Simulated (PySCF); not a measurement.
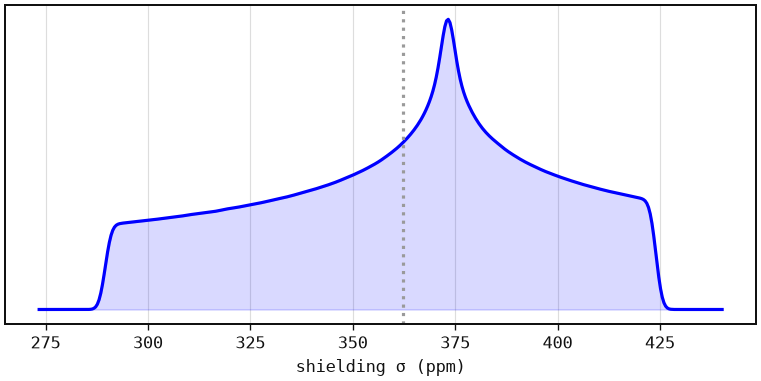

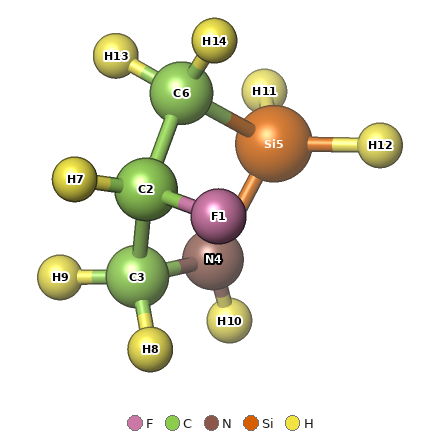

Static powder pattern (¹⁹F) from GIAO shielding tensors of C₃H₈FNSi, SMILES F[C@@H]1CN[SiH2]C1, PBE0/pcSseg-1 in PySCF, at a GFN2-xTB geometry (no frequency check); absolute shielding, one fixed geometry of the isolated molecule without any motion, no dipolar terms. The dotted line is the isotropic value; skew is 3(σiso − σ22)/span.

> The pattern belongs to F1. Give the principal values, span and skew.

F1: σ11, σ22, σ33 = 290, 373, 424 ppm, isotropic 362, span 134 ppm, skew −0.24.

Note: the tight-binding geometry is rougher than a DFT one and adds to the error; one conformer of a flexible molecule.
